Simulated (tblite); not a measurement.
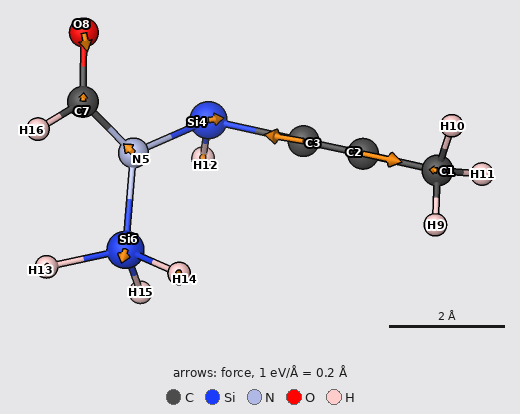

Starting geometry of C4H8NOSi2 (multiplicity 2) with the computed forces as orange arrows. Style: ball-and-stick. Shown face on.

All numbers below come from tblite 0.8.0, GFN2-xTB geometry optimisation, gas phase. 

Is this structure relaxed? If not, where do the atoms go?

Answer. It isn't relaxed: the largest force vector, on C2, is 3.98 eV/Å. The final displacements have little in common with the starting forces (cosine between the two patterns 0.06). Over 162 geometry steps the energy falls by 8.43 kcal/mol. The largest move after the best rigid fit is that of H12, 1.48 Å. Largest moves by element: H 1.48 Å, O 0.83 Å, Si 0.71 Å, C 0.61 Å, N 0.11 Å. Among the contacts that change: Si4–O8 3.010 → 2.516 Å, C3–Si4 1.883 → 1.830 Å, Si4–N5 1.747 → 1.798 Å, N5–C7 1.368 → 1.330 Å. Bond angles that change, for instance: Si4–N5–C7 119.6° → 105.4°, Si4–N5–Si6 118.0° → 129.1°, C2–C3–Si4 179.3° → 170.1°. Groups turn about Si4–N5 by about 55°. The run took 1.1 s on 1 thread of Arm Neoverse V2, with other jobs on the host.
